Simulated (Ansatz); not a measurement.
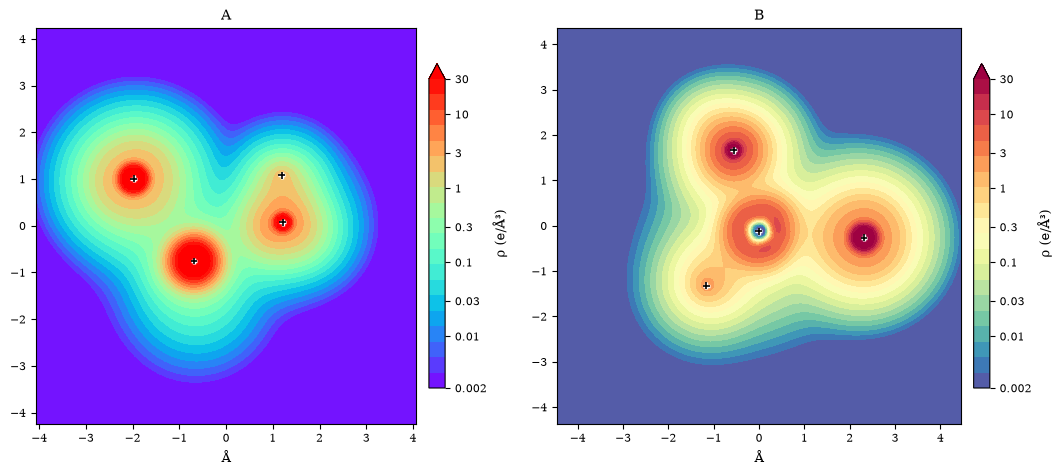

The electron density of 2 systems, each on a plane through atoms (crosses mark nuclei in the plane).

Method: RHF/def2-SVP (Ansatz).

System 1: Cl₂GaH₄NO, the plane of atoms N2, Ga1 and Cl6. 

```xyz
9

Ga   -0.3120    0.5392    0.1049
N    -0.0844    0.1227    2.1252
H    -0.7286   -0.5862    2.4411
H     0.8528   -0.1736    2.3511
Cl    1.6809    0.1459   -0.6915
Cl   -1.8502   -0.8806   -0.5111
O    -0.7943    2.2362    0.3673
H    -1.0205    2.7981   -0.3554
H    -0.2804    0.9799    2.6219
```

System 2: ClH₅OW, the plane of atoms O2, W1 and H5. Core potentials replace the inner electrons of W.

```yaml
atoms:
  - { symbol: W, position_ang: [0.1120, -0.2865, 0.1802] }
  - { symbol: O, position_ang: [-0.3299, -0.2399, 1.9953] }
  - { symbol: H, position_ang: [-1.0695, 0.0642, 2.4989] }
  - { symbol: H, position_ang: [1.6521, 0.3858, 0.1209] }
  - { symbol: H, position_ang: [0.2789, 1.1522, -0.6477] }
  - { symbol: H, position_ang: [-1.2079, 0.7035, 0.1121] }
  - { symbol: Cl, position_ang: [0.4296, -2.4768, -0.5358] }
  - { symbol: H, position_ang: [-0.7748, -0.2540, -1.2267] }
```

Match each panel to its system.

Answer. Panel A is system 1, Cl₂GaH₄NO: the plane holds Ga, N, H and Cl. Ga–N (2.08 Å): the density is about 0.52 e/Å³ at the midpoint. Panel B is system 2, ClH₅OW: the plane holds W, O, H and Cl. W–O (1.87 Å): the density is about 1.1 e/Å³ at the midpoint.
